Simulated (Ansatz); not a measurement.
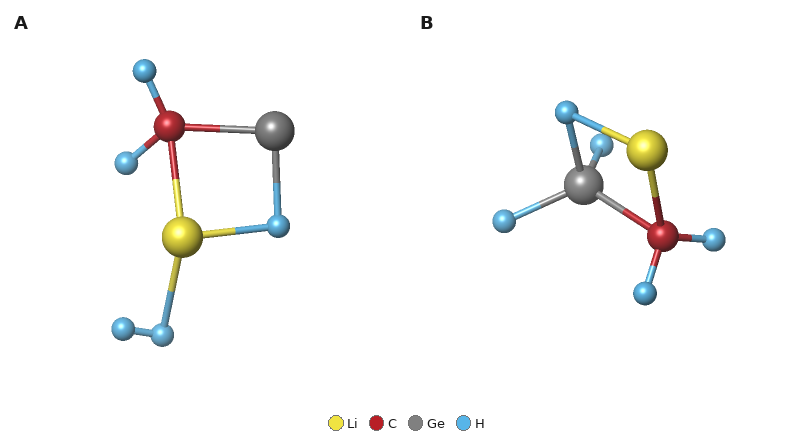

2 stationary structures of one formula. Geometries: PBE0-D4/def2-TZVP. Electronic energies: RHF-CCSD(T) (frozen core)/def2-TZVPP (Ansatz 0.2.0), without zero-point energy. No frequency run is at hand to confirm each as a minimum. Each is one conformer, not always the lowest.

Which structure is the most stable?

Answer. B is lowest (Cs); A lies 0.674 eV above it.
